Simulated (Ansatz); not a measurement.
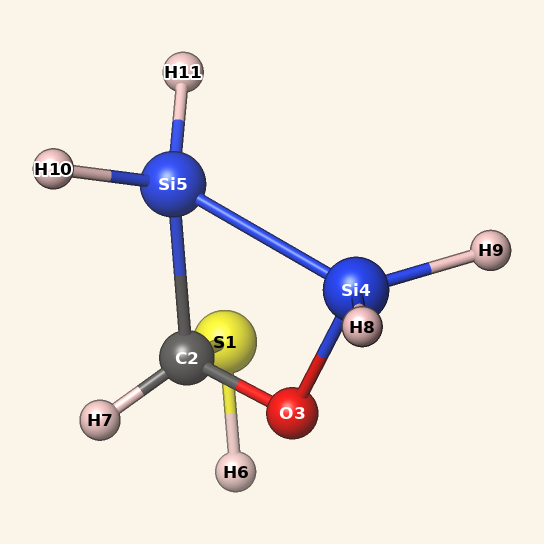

S1 lies behind C2. The molecule seen a little off the C2–S1 bond, C2 in front. Depth is shown by fading: the farther an atom, the more it takes the colour of the background. The geometry was computed by an optimisation with PBE0-D4/def2-TZVP. No frequency run is at hand to confirm it as a minimum.

What is the torsion angle Si5–C2–S1–H6? The sign is positive where the front bond must turn clockwise to cover the back bond.

177°, antiperiplanar (anti).
